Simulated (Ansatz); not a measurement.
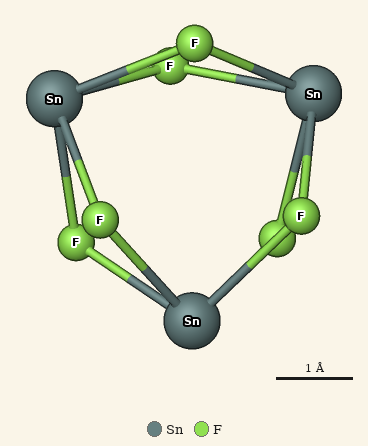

The starting structure (ball-and-stick view, seen on its broad side). Sticks mark near contacts. Bond lengths as drawn: F–Sn 2.20 Å.

Run report: Sn₃F₆ (charge +1), geometry relaxation

Sn₃F₆ (cyclo-(SnF2)3), charge +1, multiplicity 2, computed with UKS PBE-D4/def2-SVP (Ansatz 0.2.0).

The geometry: PBE-D4/def2-SVP start. Figures and captions count atoms from 1; the log counts them from 0 in places.

### Input
```yaml
crystal:
  periodic: [false, false, false]
  atoms:
    - {symbol: Sn, position_ang: [-0.508703, -0.565110, -1.862773]}
    - {symbol: F, position_ang: [1.038803, 0.937584, -1.411468]}
    - {symbol: F, position_ang: [-1.338097, 1.204135, -0.843944]}
    - {symbol: Sn, position_ang: [0.315758, 1.944168, 0.410545]}
    - {symbol: F, position_ang: [1.583330, 0.305958, 1.162962]}
    - {symbol: F, position_ang: [-0.793759, 0.571680, 1.730096]}
    - {symbol: Sn, position_ang: [0.192943, -1.379050, 1.452234]}
    - {symbol: F, position_ang: [-1.433593, -1.376790, -0.034848]}
    - {symbol: F, position_ang: [0.943297, -1.642586, -0.602805]}
basis:
  gaussian: {orbitals: def2-SVP}
total_charge: 1
magnetization: {spin_polarized: true, initial_magnetization: 1}
hamiltonian: {xc: pbe, dispersion: d4}
scf: {lower_state_search: "off"}
output: {orbitals: {seedname: orbitals}}
relax: {f_tol: 0.02, max_steps: 100}
```

Run on 4 threads of Arm Neoverse V1, 23 GiB of memory available, shared host.

Command:
```bash
ansatz run in.yaml --threads 4 --pin off --events-out ev --progress --plain --max-ram 4787MiB
```

### The program's output
```
Functional definition: PBE
  name "PBE"
  cite "Perdew, Burke & Ernzerhof, Phys. Rev. Lett. 77, 3865 (1996) doi:10.1103/PhysRevLett.77.3865"
  parent pbe
  parameter kappa = 0.804
  parameter beta = 0.06672455060314922
  exchange = pbe_x(kappa = kappa, mu = beta*pi^2/3)
  correlation = pbe_c(beta = beta)
these checks for a lower state are left out or cut short: stability, starts, cluster_reference, orbital_swaps, neighbouring_geometries, increment
1761 factors; their error is unknown
mean field evaluation 1: about -33741.0354 eV, gradient 8.7e1 eV
mean field evaluation 2: about -33326.1204 eV, gradient 2.9e2 eV
mean field evaluation 4: about -33762.3487 eV, gradient 3.9e1 eV
mean field evaluation 8: about -33767.6020 eV, gradient 7.7e0 eV
mean field evaluation 16: about -33767.8219 eV, gradient 6.0e0 eV
mean field -33768.08885350 eV, -1240.9543765334 hartree, gradient 1.1e-6 eV, S^2 0.751571; 0 other end points of the search recorded, 0 dependent functions left out
the calculation of the forces begins
reference -33768.08890291 eV, -1240.9543783492 hartree; 60, 59 occupied and 102, 103 virtual orbitals, 1761 factors
relax step   1: F+E_penalty+E_count = -33768.48720548 eV  Δ(F+E_penalty+E_count) = +0.000e0 eV  max|allowed force component| = 1.107e0 eV/Å  Δτ_max = 0.0000 Å  (54 SCF iters, accepted)
these checks for a lower state are left out or cut short: stability, starts, cluster_reference, orbital_swaps, neighbouring_geometries, increment
1761 factors; their error is unknown
mean field evaluation 32: about -33768.2035 eV, gradient 2.9e-6 eV
mean field -33768.20352073 eV, -1240.9585904765 hartree, gradient 4.5e-6 eV, S^2 0.751579; 0 other end points of the search recorded, 0 dependent functions left out
the calculation of the forces begins
reference -33768.20356997 eV, -1240.9585922858 hartree; 60, 59 occupied and 102, 103 virtual orbitals, 1761 factors
relax step   2: F+E_penalty+E_count = -33768.59833270 eV  Δ(F+E_penalty+E_count) = -1.111e-1 eV  max|allowed force component| = 5.281e-1 eV/Å  Δτ_max = 0.0907 Å  (22 SCF iters, accepted)
these checks for a lower state are left out or cut short: stability, starts, cluster_reference, orbital_swaps, neighbouring_geometries, increment
1761 factors; their error is unknown
mean field -33768.27627322 eV, -1240.9612640811 hartree, gradient 2.2e-6 eV, S^2 0.751472; 0 other end points of the search recorded, 0 dependent functions left out
the calculation of the forces begins
reference -33768.27632263 eV, -1240.9612658970 hartree; 60, 59 occupied and 102, 103 virtual orbitals, 1761 factors
relax step   3: F+E_penalty+E_count = -33768.68066187 eV  Δ(F+E_penalty+E_count) = -8.233e-2 eV  max|allowed force component| = 2.545e-1 eV/Å  Δτ_max = 0.0857 Å  (25 SCF iters, accepted)
these checks for a lower state are left out or cut short: stability, starts, cluster_reference, orbital_swaps, neighbouring_geometries, increment
1761 factors; their error is unknown
mean field -33768.29622402 eV, -1240.9619972594 hartree, gradient 1.2e-6 eV, S^2 0.751470; 0 other end points of the search recorded, 0 dependent functions left out
the calculation of the forces begins
reference -33768.29627343 eV, -1240.9619990753 hartree; 60, 59 occupied and 102, 103 virtual orbitals, 1761 factors
relax step   4: F+E_penalty+E_count = -33768.69797389 eV  Δ(F+E_penalty+E_count) = -1.731e-2 eV  max|allowed force component| = 2.263e-1 eV/Å  Δτ_max = 0.0301 Å  (22 SCF iters, accepted)
these checks for a lower state are left out or cut short: stability, starts, cluster_reference, orbital_swaps, neighbouring_geometries, increment
1761 factors; their error is unknown
mean field -33768.29405168 eV, -1240.9619174276 hartree, gradient 2.0e-6 eV, S^2 0.751474; 0 other end points of the search recorded, 0 dependent functions left out
the calculation of the forces begins
reference -33768.29410124 eV, -1240.9619192488 hartree; 60, 59 occupied and 102, 103 virtual orbitals, 1761 factors
relax step   5: F+E_penalty+E_count = -33768.69961416 eV  Δ(F+E_penalty+E_count) = -1.640e-3 eV  max|allowed force component| = 1.677e-1 eV/Å  Δτ_max = 0.0180 Å  (21 SCF iters, accepted)
these checks for a lower state are left out or cut short: stability, starts, cluster_reference, orbital_swaps, neighbouring_geometries, increment
1761 factors; their error is unknown
mean field -33768.19747052 eV, -1240.9583681354 hartree, gradient 2.2e-6 eV, S^2 0.751556; 0 other end points of the search recorded, 0 dependent functions left out
the calculation of the forces begins
reference -33768.19751969 eV, -1240.9583699422 hartree; 60, 59 occupied and 102, 103 virtual orbitals, 1761 factors
relax step   6: F+E_penalty+E_count = -33768.59296681 eV  Δ(F+E_penalty+E_count) = +1.066e-1 eV  max|allowed force component| = 5.442e-1 eV/Å  Δτ_max = 0.1052 Å  (24 SCF iters, rejected (line search))
these checks for a lower state are left out or cut short: stability, starts, cluster_reference, orbital_swaps, neighbouring_geometries, increment
1761 factors; their error is unknown
mean field evaluation 64: about -33768.3543 eV, gradient 5.2e-1 eV
mean field -33768.29776914 eV, -1240.9620540415 hartree, gradient 1.8e-6 eV, S^2 0.751475; 0 other end points of the search recorded, 0 dependent functions left out
the calculation of the forces begins
reference -33768.29781863 eV, -1240.9620558603 hartree; 60, 59 occupied and 102, 103 virtual orbitals, 1761 factors
relax step   7: F+E_penalty+E_count = -33768.70150092 eV  Δ(F+E_penalty+E_count) = -1.887e-3 eV  max|allowed force component| = 2.886e-2 eV/Å  Δτ_max = 0.0104 Å  (21 SCF iters, accepted)
these checks for a lower state are left out or cut short: stability, starts, cluster_reference, orbital_swaps, neighbouring_geometries, increment
1761 factors; their error is unknown
mean field -33768.29731974 eV, -1240.9620375264 hartree, gradient 1.7e-6 eV, S^2 0.751467; 0 other end points of the search recorded, 0 dependent functions left out
the calculation of the forces begins
reference -33768.29736924 eV, -1240.9620393456 hartree; 60, 59 occupied and 102, 103 virtual orbitals, 1761 factors
relax step   8: F+E_penalty+E_count = -33768.70161612 eV  Δ(F+E_penalty+E_count) = -1.152e-4 eV  max|allowed force component| = 7.779e-3 eV/Å  Δτ_max = 0.0031 Å  (17 SCF iters, accepted)
```

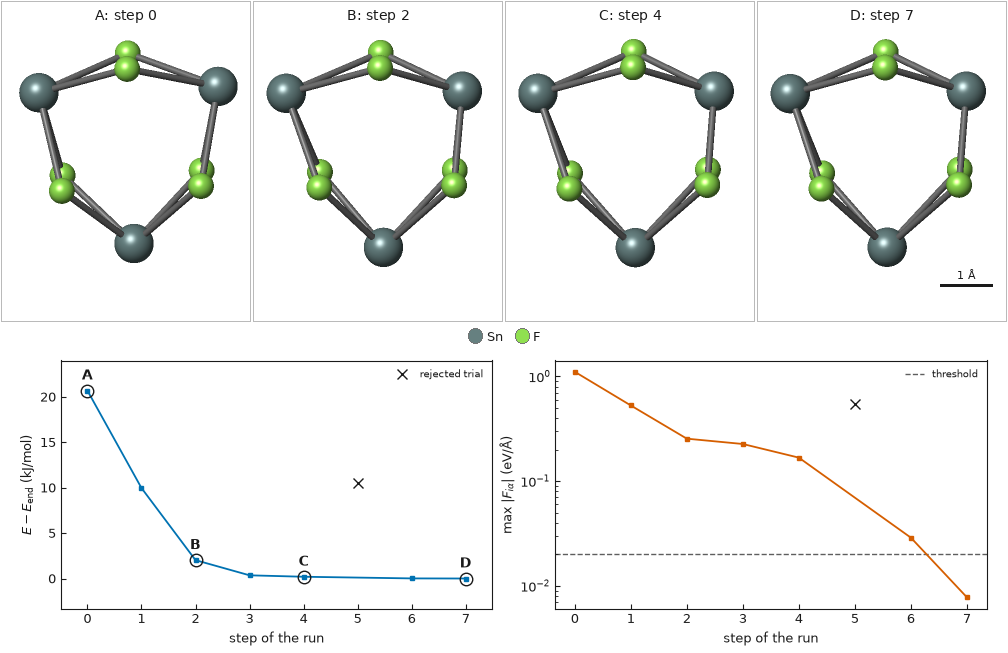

Frames of the relaxation (ball-and-stick view, seen on its broad side) above the curves, on which the letters mark them (the first geometry is step 0 here and step 1 in the log).

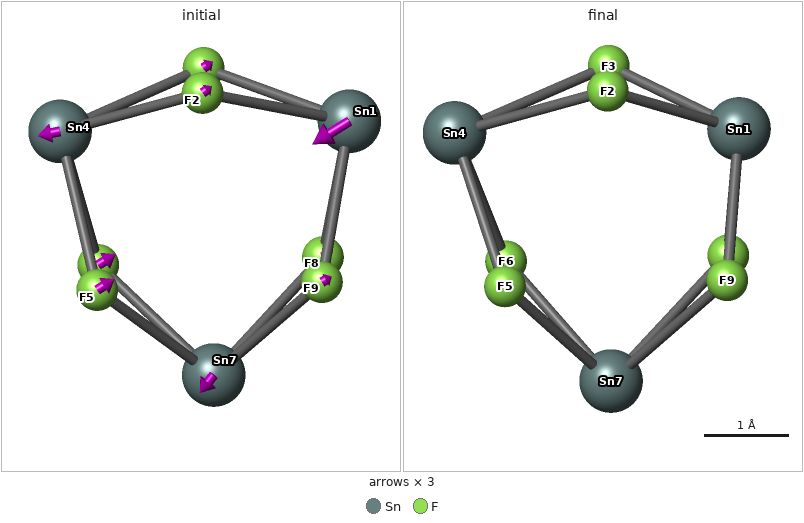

Before (left) and after (right) the relaxation, at one scale (ball-and-stick view, seen on its broad side). The pink arrows give the displacements, magnified 3 times. Sn1 moves most after the best rigid fit: 0.18 Å. Largest moves by element: Sn 0.18 Å, F 0.08 Å. Among the contacts that change: Sn1–F2 2.204 → 2.087 Å, F2–Sn4 2.204 → 2.316 Å, F5–Sn7 2.204 → 2.192 Å. Among the angles that change: F2–Sn1–F8 112.1° → 122.2°, F2–Sn1–F9 75.7° → 81.0°, F2–Sn4–F6 112.1° → 107.2°. The energy falls by 20.7 kJ/mol in 7 geometry steps. The largest force component goes from 1.1 to 0.0078 eV/Å. The line search rejected the trial step at point 5 (counted from 0) and went back. (Atoms are counted from 1 in the order of the input.)

```
Total energy: -33768.70166563 eV, -1240.9768969637 hartree
Atom 0 at    -0.463825    -0.515531    -1.699375 Å, force    -0.001494    -0.001704    -0.005601 eV/Å
Atom 1 at     1.023873     0.927419    -1.454037 Å, force     0.003574     0.004041     0.001684 eV/Å
Atom 2 at    -1.346211     1.192749    -0.887872 Å, force    -0.001513     0.004595     0.002923 eV/Å
Atom 3 at     0.338689     1.998849     0.481035 Å, force    -0.001705     0.001336    -0.007779 eV/Å
Atom 4 at     1.561083     0.282760     1.086373 Å, force     0.005394     0.000333     0.001723 eV/Å
Atom 5 at    -0.813363     0.548406     1.653447 Å, force    -0.003853     0.001387     0.003959 eV/Å
Atom 6 at     0.213441    -1.385191     1.541816 Å, force    -0.001982    -0.005406    -0.005648 eV/Å
Atom 7 at    -1.441899    -1.392165    -0.077575 Å, force    -0.001751    -0.002011     0.004994 eV/Å
Atom 8 at     0.928189    -1.657307    -0.643813 Å, force     0.003331    -0.002570     0.003743 eV/Å
Dipole moment:    -0.009560    -0.010667    -0.035157 e Å
Checks for a lower state left out: stability, starts, cluster_reference, orbital_swaps, neighbouring_geometries, increment
```

### Trajectory as extended XYZ (Å, eV, eV/Å), 8 frames, from step=1 to step=8
```
9
Properties=species:S:1:pos:R:3:forces:R:3 step=1 energy=-33768.48720
Sn   -0.5087   -0.5651   -1.8628    0.3027   0.3361   1.1073
F     1.0388    0.9376   -1.4115   -0.3258  -0.3200  -0.1945
F    -1.3381    1.2041   -0.8439    0.1293  -0.3716  -0.3031
Sn    0.3158    1.9442    0.4105    0.0810   0.0225   0.3283
F     1.5833    0.3060    1.1630   -0.0388  -0.0651  -0.2121
F    -0.7938    0.5717    1.7301   -0.0745  -0.0609  -0.2033
Sn    0.1929   -1.3791    1.4522    0.0859   0.1633   0.2840
F    -1.4336   -1.3768   -0.0348    0.1477   0.1226  -0.4577
F     0.9433   -1.6426   -0.6028   -0.3076   0.1732  -0.3490
9
Properties=species:S:1:pos:R:3:forces:R:3 step=2 energy=-33768.59833
Sn   -0.4857   -0.5396   -1.7788    0.1445   0.1603   0.5281
F     1.0270    0.9475   -1.4079   -0.1075  -0.2727  -0.2631
F    -1.3242    1.2109   -0.8464   -0.0811  -0.2756  -0.2692
Sn    0.3220    1.9544    0.4320    0.1141   0.2375   0.3663
F     1.5883    0.2819    1.0868   -0.1657   0.0106   0.0142
F    -0.8371    0.5531    1.6656    0.1527  -0.0249  -0.0613
Sn    0.1989   -1.3757    1.4758    0.1053   0.0066   0.4385
F    -1.4202   -1.3847   -0.0327   -0.0680   0.0775  -0.3797
F     0.9309   -1.6477   -0.5945   -0.0944   0.0806  -0.3738
9
Properties=species:S:1:pos:R:3:forces:R:3 step=3 energy=-33768.68066
Sn   -0.4639   -0.5155   -1.6995   -0.0097  -0.0108  -0.0353
F     1.0091    0.9366   -1.4283    0.2051   0.0114  -0.1654
F    -1.3200    1.1973   -0.8720   -0.2499   0.0626  -0.0566
Sn    0.3380    2.0035    0.4761    0.0179  -0.0464   0.0965
F     1.5595    0.2700    1.0457   -0.0464   0.0468   0.1435
F    -0.8328    0.5377    1.6169    0.1142   0.0288   0.1054
Sn    0.2124   -1.3918    1.5403    0.0228   0.0917   0.0532
F    -1.4157   -1.3886   -0.0614   -0.2545  -0.0666  -0.0163
F     0.9133   -1.6492   -0.6178    0.2005  -0.1174  -0.1250
9
Properties=species:S:1:pos:R:3:forces:R:3 step=4 energy=-33768.69797
Sn   -0.4616   -0.5130   -1.6910   -0.0371  -0.0412  -0.1360
F     1.0228    0.9317   -1.4510    0.0379  -0.0030  -0.0147
F    -1.3430    1.1966   -0.8859   -0.0401   0.0057   0.0040
Sn    0.3384    1.9897    0.4843    0.0163   0.2263  -0.0379
F     1.5609    0.2790    1.0743    0.0563   0.0093   0.0362
F    -0.8194    0.5453    1.6427   -0.0309   0.0190   0.0571
Sn    0.2139   -1.3758    1.5392    0.0002  -0.2080   0.0983
F    -1.4389   -1.3944   -0.0737   -0.0404   0.0002   0.0058
F     0.9269   -1.6591   -0.6389    0.0377  -0.0084  -0.0129
9
Properties=species:S:1:pos:R:3:forces:R:3 step=5 energy=-33768.69961
Sn   -0.4636   -0.5152   -1.6983    0.0242   0.0268   0.0884
F     1.0268    0.9304   -1.4581   -0.0478  -0.0147   0.0277
F    -1.3499    1.1965   -0.8903    0.0509  -0.0258   0.0041
Sn    0.3394    2.0072    0.4802   -0.0169  -0.1677   0.0078
F     1.5626    0.2832    1.0881   -0.0605  -0.0002  -0.0077
F    -0.8139    0.5491    1.6556    0.0492  -0.0124  -0.0338
Sn    0.2136   -1.3925    1.5459   -0.0054   0.1429  -0.0896
F    -1.4459   -1.3963   -0.0776    0.0525   0.0200  -0.0102
F     0.9308   -1.6622   -0.6454   -0.0462   0.0311   0.0133
9
Properties=species:S:1:pos:R:3:forces:R:3 step=6 energy=-33768.59297 accepted=F
Sn   -0.4901   -0.5448   -1.7957    0.1504   0.1651   0.5442
F     1.0299    0.9206   -1.4012   -0.1147  -0.1720  -0.3037
F    -1.3287    1.1849   -0.8371   -0.0762  -0.1774  -0.3163
Sn    0.3191    1.9492    0.4233    0.1227   0.3094   0.3603
F     1.5654    0.2907    1.1115    0.1079  -0.0210  -0.0509
F    -0.8045    0.5554    1.6776   -0.1206   0.0068   0.0042
Sn    0.1962   -1.3762    1.4656    0.1078  -0.0560   0.4752
F    -1.4231   -1.3579   -0.0403   -0.0690  -0.0302  -0.3610
F     0.9357   -1.6220   -0.6038   -0.1084  -0.0247  -0.3520
9
Properties=species:S:1:pos:R:3:forces:R:3 step=7 energy=-33768.70150
Sn   -0.4643   -0.5161   -1.7011    0.0014   0.0015   0.0049
F     1.0239    0.9283   -1.4521    0.0004  -0.0091  -0.0116
F    -1.3452    1.1935   -0.8862   -0.0074  -0.0083  -0.0097
Sn    0.3379    1.9970    0.4787    0.0062   0.0289   0.0127
F     1.5614    0.2827    1.0861    0.0055   0.0001   0.0010
F    -0.8138    0.5484    1.6533   -0.0043   0.0013   0.0034
Sn    0.2128   -1.3849    1.5388    0.0045  -0.0168   0.0270
F    -1.4409   -1.3919   -0.0757   -0.0070   0.0017  -0.0128
F     0.9282   -1.6569   -0.6417    0.0007   0.0009  -0.0148
9
Properties=species:S:1:pos:R:3:forces:R:3 step=8 energy=-33768.70162
Sn   -0.4638   -0.5155   -1.6994   -0.0015  -0.0017  -0.0056
F     1.0239    0.9274   -1.4540    0.0036   0.0040   0.0017
F    -1.3462    1.1927   -0.8879   -0.0015   0.0046   0.0029
Sn    0.3387    1.9988    0.4810   -0.0017   0.0013  -0.0078
F     1.5611    0.2828    1.0864    0.0054   0.0003   0.0017
F    -0.8134    0.5484    1.6534   -0.0039   0.0014   0.0040
Sn    0.2134   -1.3852    1.5418   -0.0020  -0.0054  -0.0056
F    -1.4419   -1.3922   -0.0776   -0.0018  -0.0020   0.0050
F     0.9282   -1.6573   -0.6438    0.0033  -0.0026   0.0037
```

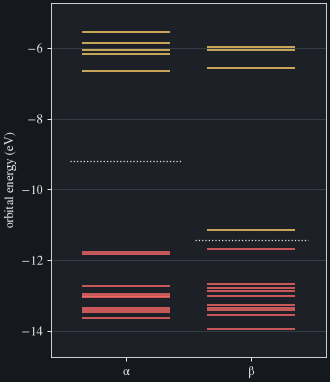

Orbital energies near the frontier for α and β spins; the dotted line parts filled from empty levels, and levels within 0.02 eV of each other stand side by side. α: highest filled −11.77 eV, lowest empty −6.65 eV, 5.12 eV apart; β: highest filled −11.70 eV, lowest empty −11.15 eV, 0.55 eV apart.

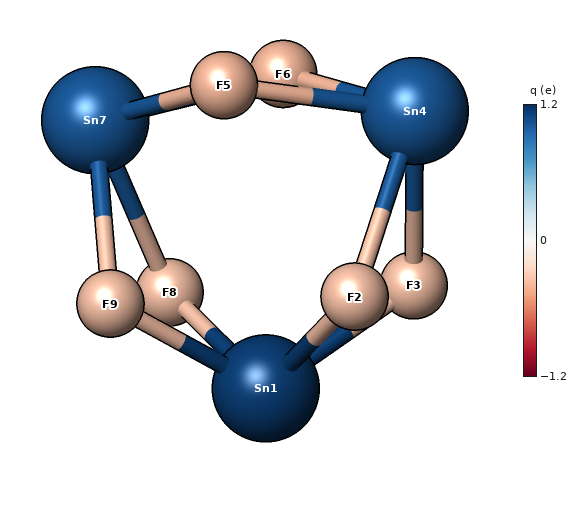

Mulliken charges, as the colour of each atom (ball-and-stick view, seen at a tilt; atoms are numbered from 1 in the order of the input; Mulliken charges depend strongly on the basis). By element: Sn +1.00 to +1.12 and F −0.38 to −0.34 e.

### Results in brief

```csv
quantity,value
outcome,converged
total energy,−33768.7017 eV
mean-field energy,−33768.2974 eV
dispersion energy,−0.4043 eV
⟨S²⟩,0.751
HOMO (either spin),−11.70 eV
LUMO (either spin),−11.15 eV
largest force (length of the vector) at the end,0.008 eV/Å
wall time,28 s (CPU time 1.8 min)
peak memory,0.3 GiB
```
